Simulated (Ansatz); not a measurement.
```xyz
13

C     0.2556    1.9675    2.0896
N     1.0960    1.0964    1.9477
Al    0.9659   -0.2396    0.5867
C    -0.4652   -0.2495   -0.6831
C    -0.4218   -1.4174   -1.6876
H     0.3087    2.7704    2.8603
H    -0.6262    2.0610    1.4197
H     2.1791   -1.3344    0.4831
H    -0.5511    0.7220   -1.1859
H    -1.4788   -0.3585   -0.0762
H    -0.4303   -2.3824   -1.1120
H    -1.2716   -1.3827   -2.3463
H     0.4601   -1.2875   -2.2813
```

These are results of SCF hf, Gaussian basis in Ansatz 0.2.0, not measurements.

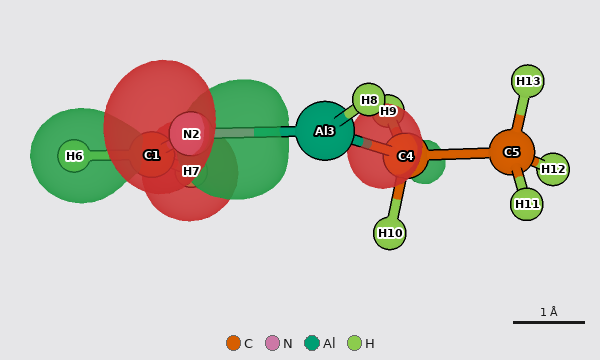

C3H8AlN (SMILES C=[N][AlH][CH2]C). The HOMO at ±0.15 Å⁻³ᐟ² (green and red are the two phases), seen from one side.

Question: Describe this orbital and give its energy.

Answer: Its weight (Hirshfeld) is mainly on N2 (about 50 %), C1 (about 15 %), H7 (about 10 %), Al3 (about 10 %), H6 (about 5 %) and C4 (about 5 %). Its energy is −9.40 eV.
